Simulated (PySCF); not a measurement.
## EPR calculation, with input and output: C₄H₇Si

The run: EPR calculation of C₄H₇Si, multiplicity 2, SMILES [SiH3]C1=C[CH]C1. Method and program: UKS B3LYP, pcH-1 on C H Si, non-relativistic, mean-field spin-orbit, GIAO (PySCF 2.14.0).

It belongs to a series of runs on one base structure; here: H removed from sp3 C.

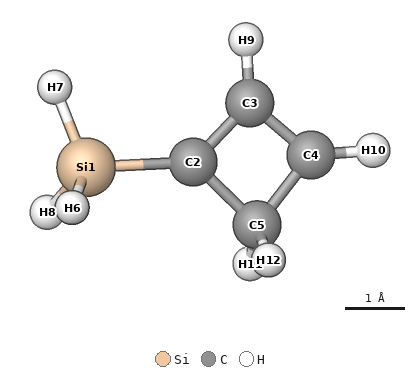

Figure 1. The input geometry (ball-and-stick view, seen at a tilt; atoms are numbered from 1 in the order of the input).

## The input
```
{"job": {"kind": "epr", "basis": "pcH-1"}, "charge": 0, "multiplicity": 2}
Si     1.950698    -0.153690    -0.242686
C      0.141189    -0.066574     0.132995
C     -0.713656    -0.446598     1.182216
C     -1.847432     0.023202     0.566936
C     -1.059011     0.487703    -0.635814
H      2.481496     1.200009    -0.445422
H      2.631367    -0.798411     0.879646
H      2.166934    -0.923278    -1.474071
H     -0.532083    -0.931641     2.125107
H     -2.892043     0.063804     0.809512
H     -1.282782    -0.019591    -1.574404
H     -1.043478     1.564379    -0.805911
```

The first line tells a small driver script what to run in PySCF; the rest is the geometry in Å.

Command:
```bash
OMP_NUM_THREADS=1 python <driver script> task.json out
```

## The program's output
```
UKS, coarse grid
  cycle   1  E = -446.01173681  |g| = 2.59e-01
  cycle   2  E = -445.99712115  |g| = 3.07e-01
  cycle   3  E = -446.04557768  |g| = 4.03e-02
  cycle   4  E = -446.04619017  |g| = 2.83e-02
  cycle   5  E = -446.04662034  |g| = 8.59e-03
  cycle   6  E = -446.04669663  |g| = 2.35e-03
  cycle   7  E = -446.04671013  |g| = 8.47e-04
  cycle   8  E = -446.04671056  |g| = 3.78e-04
UKS, final grid
  cycle   1  E = -446.04669860  |g| = 5.20e-04
  cycle   2  E = -446.04669844  |g| = 7.73e-04
  cycle   3  E = -446.04669874  |g| = 4.89e-05
  cycle   4  E = -446.04669874  |g| = 2.27e-05
E = -446.04669874 Eh   <S^2> = 0.7753 (exact 0.7500)
g shifts (ppm)      1          2          3
  rmc          -134       -134       -134
  gc             -3         25         26
  oz_so         -17        487        613
  total        -154        378        505
hyperfine (MHz)  atom isotope    a_iso     a_fc   dipolar eigenvalues
    0  29Si      34.33      34.39     -1.57     -0.36      1.93
    1   13C      63.12      63.20    -52.65    -50.46    103.10
    2   13C     -45.80     -45.82    -27.56     12.88     14.68
    3   13C      59.21      59.27    -49.43    -47.26     96.69
    4   13C     -27.63     -27.63     -1.88      0.53      1.35
    5    1H      48.23      48.23     -2.62     -1.41      4.03
    6    1H      -1.11      -1.11     -2.49     -1.97      4.46
    7    1H      48.24      48.24     -2.61     -1.41      4.02
    8    1H       9.70       9.70     -4.16     -0.15      4.31
    9    1H     -41.71     -41.72    -24.41     -0.33     24.74
   10    1H      15.73      15.73     -5.69     -0.48      6.17
   11    1H      15.72      15.72     -5.70     -0.48      6.17
```

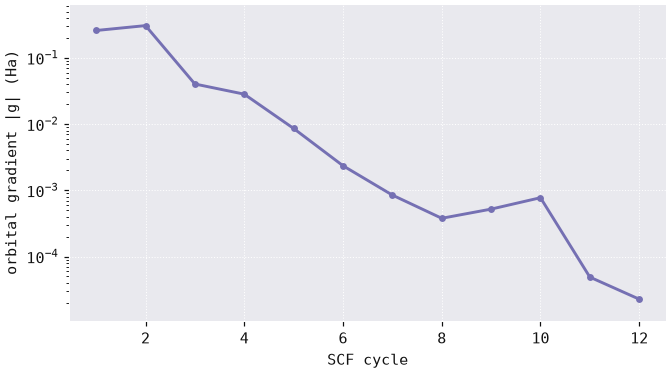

Figure 2. Convergence of the self-consistent field: orbital gradient |g| against the SCF cycle. All cycles printed in the log are drawn one after another.

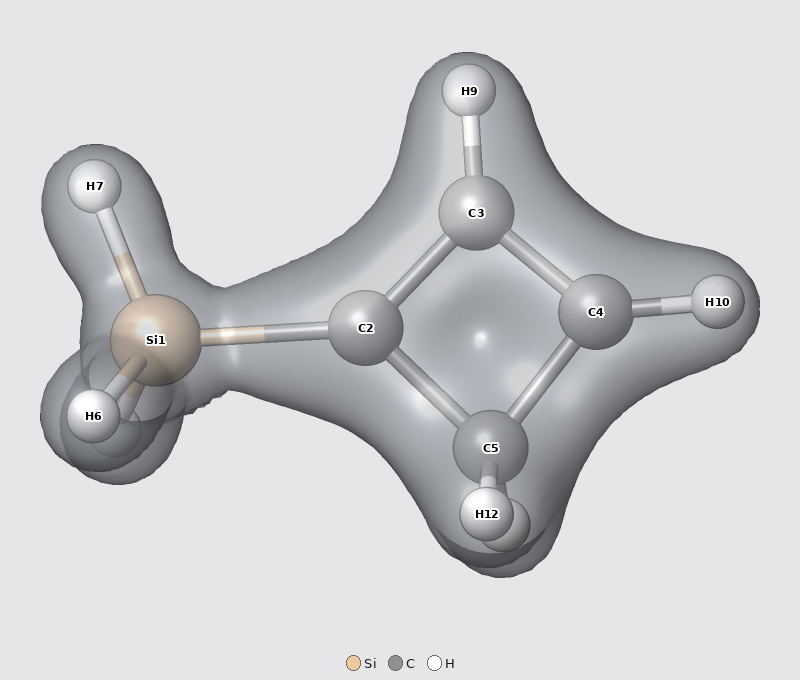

Figure 3. Isosurface of the electron density at 0.5 e/Å³ (grey), seen face on. At this value the surface is in one piece. On the grid the lowest density along these lines, outside the cores, is 2.2 e/Å³ (C–C, 1.37 Å), 0.82 e/Å³ (C–Si, 1.85 Å), 1.9 e/Å³ (C–H, 1.07 Å) and 1.7 e/Å³ (C–C, 1.51 Å).

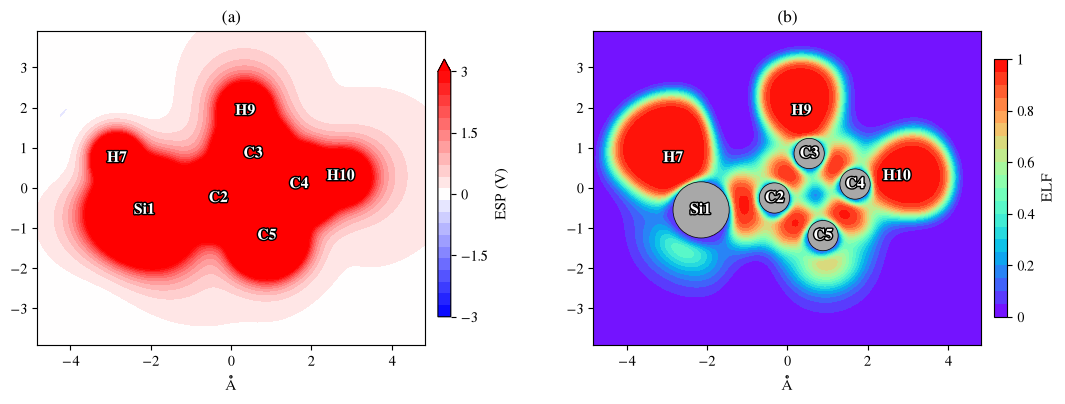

Figure 4. (a) electrostatic potential; (b) ELF on the plane of atoms Si1, C2 and C5. Grey discs, where drawn, cover atomic cores. Atoms in the plane: Si, C and H. C–C (1.37 Å): the ELF peaks at about 0.95 between the atoms, which marks localised, shared-pair bonding. C–Si (1.85 Å): the ELF peaks at about 0.95 between the atoms (a covalent bond). C–H (1.07 Å): the ELF climbs to about 1 towards the hydrogen, as it does in any bond to H; a covalent bond by its length. C–C (1.51 Å): the ELF peaks at about 0.95 between the atoms, as expected for localised, shared-pair bonding. Si–H (1.46 Å): the ELF climbs to about 1 towards the hydrogen. The potential has no marked negative region in this plane.

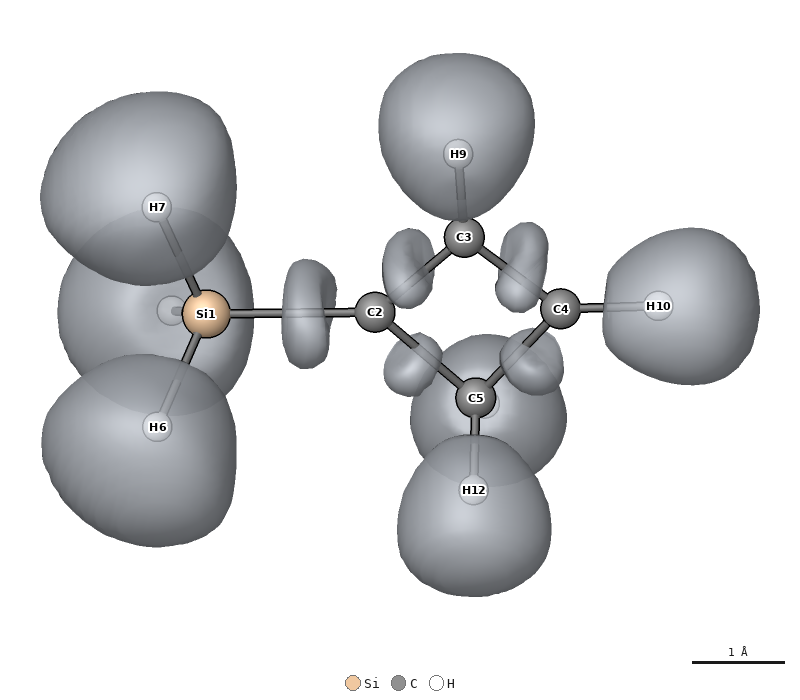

Figure 5. Isosurface of the ELF at 0.85 (grey), seen at an oblique angle. Core shells and regions of very low density are left out. The ELF exceeds this value in four regions between bonded C–C atoms (shared pairs), one region between bonded C–Si atoms (shared pairs) and seven regions around hydrogen nuclei. Profiles from the grid: C–C (1.37 Å): the ELF peaks at about 0.95 between the atoms (localised, shared-pair bonding).

## Key numbers

- outcome: converged
- total energy: −446.046699 hartree
- ⟨S²⟩: 0.775
- isotropic g: 2.0026
- hardware: 1 CPU thread, shared host
- wall time: 25 s
- peak memory: 0.72 GiB
